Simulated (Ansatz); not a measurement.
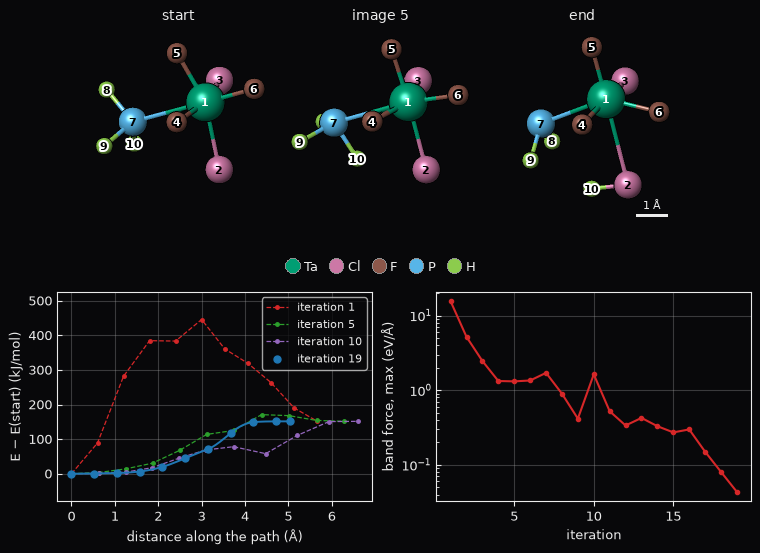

NEB run on TaPH₃Cl₂F₃. Images are numbered from 0 (start) to 10 (end). The plot follows the band through its iterations. A ball-and-stick model, seen at a tilt.

Method: RKS PBE-D4/def2-SVP (Ansatz 0.2.0). Run with 9 movable images; climbing image; force threshold 0.05 eV/Å; iteration limit 60; starting path through a guess of the saddle point.

**Did the band converge, and can the barrier be trusted?**

The run is converged, with reservations. The band converged in 19 iterations. The largest component of the band force went from 16 to 0.043 eV/Å. The first iteration put the highest image at 445.6 kJ/mol. No barrier shows: the energy is highest at the end, and the end lies 151.4 kJ/mol above the start.

The run took 6.8 min on 4 threads of Arm Neoverse V1, on a shared host, peak memory 0.23 GiB.
